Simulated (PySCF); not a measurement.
**C3H5NOSi: electronic excitations**

What electronic excitations should C3H5NOSi (`N#C/C=C/[SiH2]O`) show?

Computed with PySCF 2.14.0, with density-fitted response routines of our own, on a single molecule in the gas phase. Atoms are numbered from 0 throughout.

## (1) The starting structure

11 atoms, charge 0, multiplicity 1; geometry from: GFN2-xTB.

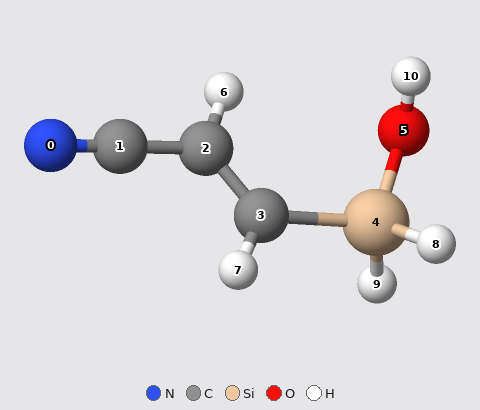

The starting geometry (nitrogen blue, carbon grey, silicon light orange, oxygen red, hydrogen white), atoms numbered; sticks join atoms by distance.

## (2) Excited states and response: CAM-B3LYP/def2-SVPD

The job: settings as JSON, then the geometry in Å.

```
{"job": {"kind": "uv", "xc": "CAM-B3LYP", "basis": "def2-SVPD", "nstates": 8, "ntriplets": 3}, "charge": 0, "multiplicity": 1}
N      3.718811     0.289432     0.095584
C      2.588785     0.169483     0.255923
C      1.199112     0.028948     0.435137
C      0.341949    -0.010909    -0.588418
Si    -1.525057    -0.228934    -0.405296
O     -1.977367    -0.140117     1.150788
H      0.867272    -0.047550     1.463615
H      0.751973     0.064465    -1.587810
H     -2.162936     0.818482    -1.205400
H     -1.908469    -1.589492    -0.748862
H     -1.888649     0.648864     1.678637
```

With the program's defaults for keys left out, this is: TDDFT CAM-B3LYP/def2-SVPD, vertical, gas phase, core orbitals frozen in the response.

Launch:

```sh
$ OMP_NUM_THREADS=1 python probes_run.py task.json out
```

The driver reads the jobs from task.json and runs them one after another.

Standard output:

```text
coarse grid: 10136 points
cycle   1  E = -536.2063073572  dE =  7.938e-01  |g| = 7.771e-01  |ddm| = 4.629e+00
cycle   2  E = -536.0590635937  dE =  1.472e-01  |g| = 1.183e+00  |ddm| = 2.165e+00
cycle   3  E = -536.3335316254  dE = -2.745e-01  |g| = 1.166e-01  |ddm| = 1.288e+00
cycle   4  E = -536.3353941612  dE = -1.863e-03  |g| = 7.770e-02  |ddm| = 1.820e-01
cycle   5  E = -536.3366258945  dE = -1.232e-03  |g| = 1.113e-02  |ddm| = 1.027e-01
cycle   6  E = -536.3366537582  dE = -2.786e-05  |g| = 3.198e-03  |ddm| = 1.969e-02
cycle   7  E = -536.3366563185  dE = -2.560e-06  |g| = 1.153e-03  |ddm| = 6.939e-03
final grid: 94616 points
cycle   8  E = -536.4222951636  dE = -1.840e-05  |g| = 2.366e-03  |ddm| = 5.003e-02
cycle   9  E = -536.4222949625  dE =  2.011e-07  |g| = 2.636e-03  |ddm| = 8.170e-03
cycle  10  E = -536.4222967643  dE = -1.802e-06  |g| = 3.673e-04  |ddm| = 3.825e-03
cycle  11  E = -536.4222967910  dE = -2.669e-08  |g| = 1.831e-04  |ddm| = 6.136e-04
cycle  12  E = -536.4222967963  dE = -5.360e-09  |g| = 8.776e-05  |ddm| = 3.084e-04
cycle  13  E = -536.4222967981  dE = -1.755e-09  |g| = 1.653e-05  |ddm| = 1.083e-04
cycle  14  E = -536.4222967982  dE = -6.685e-11  |g| = 3.943e-06  |ddm| = 3.044e-05
converged SCF energy = -536.4222967982

Static polarisability (au): isotropic 70.870, principal 51.255 59.289 102.067

Singlet excitations
state   eV       nm        f      main configurations
  1   6.0461    205.1   0.13741   H-1->L 0.56, H->L 0.29
  2   6.1173    202.7   0.34303   H->L 0.64, H-1->L 0.25
  3   6.4485    192.3   0.00187   H-3->L 0.86
  4   7.1369    173.7   0.00200   H->L+1 0.62, H->L+3 0.15, H->L+6 0.11
  5   7.4223    167.0   0.01219   H-2->L 0.35, H->L+3 0.15, H-1->L+1 0.12
  6   7.5170    164.9   0.01296   H-2->L 0.45, H->L+1 0.17
  7   7.6619    161.8   0.00786   H-1->L+1 0.67
  8   7.8217    158.5   0.00896   H-4->L 0.89

Triplet excitations (Tamm-Dancoff, eV): 3.6154 5.5616 6.0185
```

Wall time 37 s (1 thread of Intel Xeon at 2.70GHz, shared host); peak memory 0.73 GiB.

The orbitals next to the gap, with their largest atomic shares:

| orbital | eV | atoms |
| --- | --- | --- |
| HOMO−3 | -11.34 | N0 40 %, C1 31 %, C2 10 % |
| HOMO−2 | -11.28 | O5 30 %, Si4 23 %, H9 14 % |
| HOMO−1 | -10.70 | O5 30 %, C3 21 %, Si4 17 % |
| HOMO | -9.69 | C3 26 %, C2 24 %, N0 21 % |
| LUMO | -0.89 | C3 30 %, C2 25 %, N0 13 % |
| LUMO+1 | 0.37 | O5 26 %, Si4 25 %, H10 15 % |
| LUMO+2 | 1.24 | Si4 35 %, C3 15 %, H7 14 % |

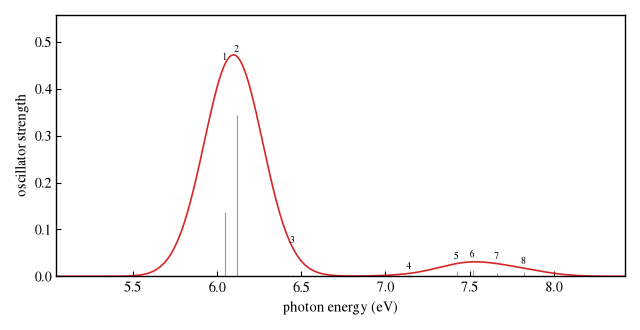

Absorption spectrum from the 8 singlet states computed; above the last one it falls off for lack of states. Lines are broadened to a width of 0.40 eV (Gaussian).

Ground-state properties from the same run:

| property | computed |
| --- | --- |
| dipole moment (D) | 3.74 |
| polarisability (Å³) | 10.50 |
| HOMO–LUMO gap (eV) | 8.79 |
| −ε(HOMO) (eV) | 9.69 |

## (3) What came out

| quantity | value |
| --- | --- |
| lowest singlet (CAM-B3LYP/def2-SVPD) | 6.05 eV (205 nm), f = 0.137 |
| brightest single state of those computed | state 2, 6.12 eV, f = 0.343 |
| lowest triplet | 3.62 eV |

**Reading.** The first singlet state (HOMO−1→LUMO 0.56, HOMO→LUMO 0.29) lies at 6.05 eV and is bright; of the 8 states computed, the strongest absorption comes from state 2 at 6.12 eV. The lowest triplet lies 2.43 eV below the lowest singlet (triplets in Tamm-Dancoff, singlets in full TDDFT).
